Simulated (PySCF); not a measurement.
Molecule: SMILES C=CB(OC)OCC (C5H11BO2). Atoms near the plane z = 0.8 Å, at the GFN2-xTB optimised geometry (x, y, z in Å): B1 (-0.2, 0.3, 0.0), C2 (-1.2, -1.0, 0.0), H4 (-1.8, -1.1, 0.9), O7 (-0.8, 1.5, 0.0), C8 (-2.2, 1.8, 0.0), H9 (-2.6, 1.7, 1.0), O12 (1.1, 0.3, 0.0), C13 (1.9, -0.8, 0.0), H15 (2.7, -0.7, 0.7), H16 (1.3, -1.7, 0.2).

Method: CAM-B3LYP/def2-SVP (PySCF 2.14.0). The values are rescaled to run from 0 to 1.

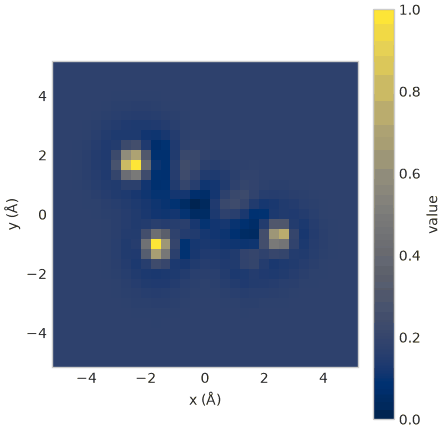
Fig. 1. a field on the plane z = 0.8 Å.

Which quantity is mapped?
A) an orbital amplitude
B) log10 of the electron density
C) deformation density (molecule minus spherical neutral atoms)
D) electron localisation function

C, deformation density (molecule minus spherical neutral atoms). In full: deformation density (molecule minus spherical neutral atoms) (e/bohr³).
